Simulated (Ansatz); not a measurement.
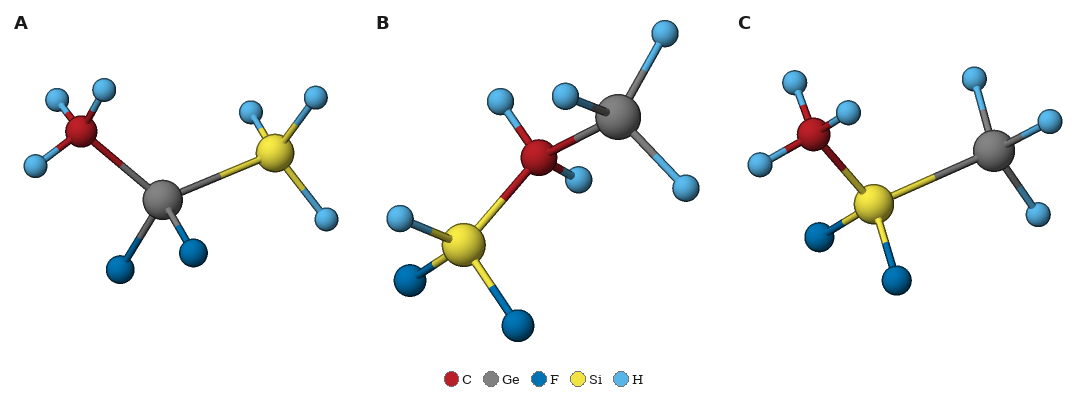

Source: calculation with Ansatz.

Which panel belongs to which SMILES?
(1) F[SiH](F)[CH2][GeH3]
(2) [CH3][Ge]([F])([F])[SiH3]
(3) C[Si](F)(F)[GeH3]

A is (2), B is (1), C is (3).
